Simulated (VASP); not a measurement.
Band structure of GeRh (relaxed from the NbAs structure, space group I4_1md). Level of theory: PBEsol GGA, VASP's PBE PAW potentials (set 64) (plane waves; VASP 6.6.1).

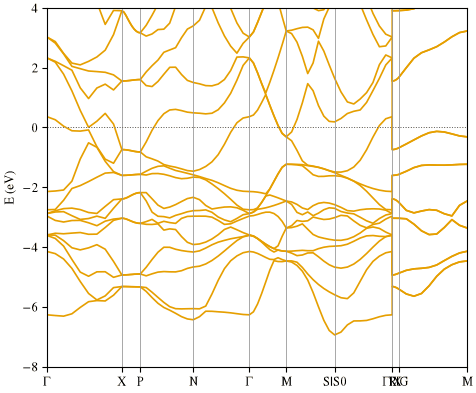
Fig. 1. Bands along high-symmetry lines, zero at the valence-band maximum or, without a gap, the Fermi level

Question: Read the plot: is there a gap, and where are the band edges?

Answer: It has no gap at this level: it comes out as a metal or semimetal. (Edges off the drawn lines would not show.)

The structure was generated: GeRh was put into the NbAs type (I4_1md), which need not be its known phase. It was relaxed first.
